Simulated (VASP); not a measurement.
Band structure of ZnCd3S4 (space group P-43m). All values below come from r2SCAN meta-GGA, VASP's PBE PAW potentials (set 64) (plane waves; VASP 6.6.1).

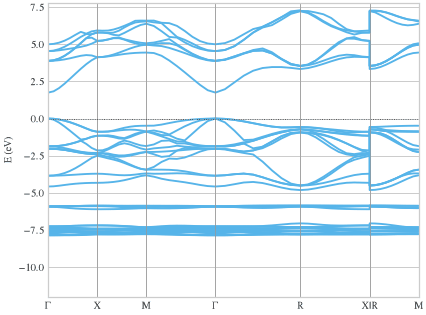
Figure: Bands along high-symmetry lines, zero at the valence-band maximum or, without a gap, the Fermi level

Question: Read the plot: is there a gap, and where are the band edges?

Answer: The gap is direct, 1.75 eV, from the valence maximum at Γ to the conduction minimum at Γ.

The structure comes from a computed database's ZnCd3S4 entry (P-43m); how it stands against other phases isn't given here. It was relaxed first.
